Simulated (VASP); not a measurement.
Band structure of GaN (wurtzite). All values below come from modified Becke-Johnson potential (mBJ) with spin-orbit coupling, VASP's PBE PAW potentials (set 64) (plane waves; VASP).

mBJ is a potential without an energy functional, so only the levels count.

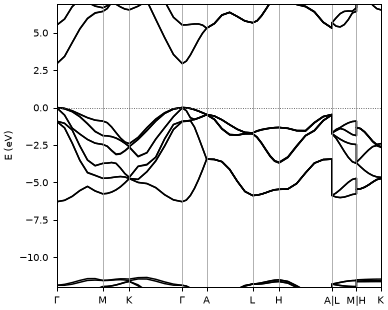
Figure. Bands along high-symmetry lines, zero at the valence-band maximum or, without a gap, the Fermi level

Problem. Read the plot: is there a gap, and where are the band edges?

Solution. The gap is direct, 2.93 eV, from the valence maximum at Γ to the conduction minimum at Γ.

Measured: gap 3.68 eV (computed value off by -0.75 eV), as given by Wei Chen et al., Physical Review Materials (2018), doi:10.1103/physrevmaterials.2.073803 [zero-point renormalisation of 0.17 eV added back (the table's ZPR column)].

The compound is GaN in the wurtzite structure. It was relaxed first. The cell's shape comes from a PBE relaxation.
